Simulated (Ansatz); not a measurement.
# CH4ClSi+: single points off equilibrium

Aim: energy, forces and dipole at a structure displaced at random from a GFN2-xTB minimum, from CCSD(T) and from density functionals.

The runs use Ansatz 0.2.0, Gaussian basis; single points in def2-TZVPP.

Cores are frozen in the correlated methods.

## 1. The system as given

SMILES `[SiH3][CH+]Cl`, 7 atoms, charge 1, spin multiplicity 1.

Atoms are counted from 1 here; the program's logs count them from 0.

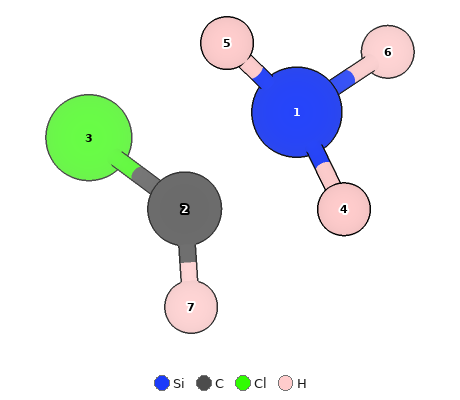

As it starts; silicon blue, carbon dark grey, chlorine green, hydrogen pink; atoms are numbered from 1 in the order of the file.

As a file:

```xyz
7
CH4ClSi
Si   -0.8255    0.5593   -0.4355
C     0.7766   -0.7001    0.2809
Cl    2.2487   -0.0781    1.0528
H    -1.6668   -0.4066   -1.0681
H    -0.2531    1.3683   -1.1363
H    -1.3196    1.1181    1.0101
H     0.6060   -1.7684    0.1114
```

## 2. CCSD(T)/def2-TZVPP

Input file run/in.yaml:

```yaml
crystal:
  periodic: [false, false, false]
  atoms:
    - {symbol: Si, position_ang: [-0.825500, 0.559300, -0.435500]}
    - {symbol: C, position_ang: [0.776600, -0.700100, 0.280900]}
    - {symbol: Cl, position_ang: [2.248700, -0.078100, 1.052800]}
    - {symbol: H, position_ang: [-1.666800, -0.406600, -1.068100]}
    - {symbol: H, position_ang: [-0.253100, 1.368300, -1.136300]}
    - {symbol: H, position_ang: [-1.319600, 1.118100, 1.010100]}
    - {symbol: H, position_ang: [0.606000, -1.768400, 0.111400]}
basis:
  gaussian: {orbitals: def2-TZVPP}
total_charge: 1
correlation: {method: ccsd_t}
output: {forces: true}
```

No record of the launch command was kept for these runs.

## 3. PBE0-D4/def2-TZVPP

run/in.yaml: that of step 2 with these lines changed.

```diff
@@ -13,3 +13,3 @@
 total_charge: 1
-correlation: {method: ccsd_t}
-output: {forces: true}
+hamiltonian: {xc: pbe0, dispersion: d4}
+output: {forces: true, orbitals: {seedname: orbitals}}
```

## 4. wB97M-V/def2-TZVPP

run/in.yaml: that of step 3 with these lines changed.

```diff
@@ -13,3 +13,3 @@
 total_charge: 1
-hamiltonian: {xc: pbe0, dispersion: d4}
-output: {forces: true, orbitals: {seedname: orbitals}}
+hamiltonian: {xc: {name: wB97M-V}}
+output: {forces: true}
```

## 5. r2SCAN-D4/def2-TZVPP

run/in.yaml: that of step 4 with these lines changed.

```diff
@@ -13,3 +13,3 @@
 total_charge: 1
-hamiltonian: {xc: {name: wB97M-V}}
+hamiltonian: {xc: r2scan, dispersion: d4}
 output: {forces: true}
```

## 6. PBE-D4/def2-TZVPP

run/in.yaml: that of step 5 with these lines changed.

```diff
@@ -13,3 +13,3 @@
 total_charge: 1
-hamiltonian: {xc: r2scan, dispersion: d4}
+hamiltonian: {xc: pbe, dispersion: d4}
 output: {forces: true}
```

## 7. r2SCAN0-D4/def2-TZVPP

run/in.yaml: that of step 6 with these lines changed.

```diff
@@ -13,3 +13,3 @@
 total_charge: 1
-hamiltonian: {xc: pbe, dispersion: d4}
+hamiltonian: {xc: {name: r2SCAN0}, dispersion: d4}
 output: {forces: true}
```

## 8. revPBE-D4/def2-TZVPP

run/in.yaml: that of step 7 with these lines changed.

```diff
@@ -13,3 +13,3 @@
 total_charge: 1
-hamiltonian: {xc: {name: r2SCAN0}, dispersion: d4}
+hamiltonian: {xc: {name: revPBE}, dispersion: d4}
 output: {forces: true}
```

(Steps that only read results are left out.)

**Question.** What will these runs give? Wanted: energy less free atoms, CCSD(T)/def2-TZVPP; RMS force component; RMS force error; HOMO and LUMO, PBE0-D4; T1 diagnostic.

**Answer**, as computed:

| quantity | value |
| --- | --- |
| energy less free atoms, CCSD(T)/def2-TZVPP | -256.1 kcal/mol |
| RMS force component | 3.166 to 3.228 eV/Å over the methods |
| RMS force error | PBE0-D4 0.127, wB97M-V 0.103, r2SCAN-D4 0.116, PBE-D4 0.201, r2SCAN0-D4 0.128, revPBE-D4 0.209 eV/Å |
| HOMO and LUMO, PBE0-D4 | -14.67 and -10.30 eV |
| T1 diagnostic | 0.027 |

In words: Against CCSD(T) the functionals' energies less atoms differ by -18.9 to -2.3 kcal/mol, PBE-D4 by -18.9 kcal/mol. CCSD(T) in triple zeta still lacks some correlation energy of the bonds, so part of these gaps is its own basis error and they don't rank the functionals. On forces the order runs from wB97M-V to revPBE-D4. Frozen-core CCSD(T) forces in triple zeta carry basis errors of their own, and this is one geometry, so small gaps rank nothing. The T1 diagnostic is large here, over the usual mark for main-group molecules (transition-metal compounds often pass it harmlessly), so CCSD(T) itself may be off.
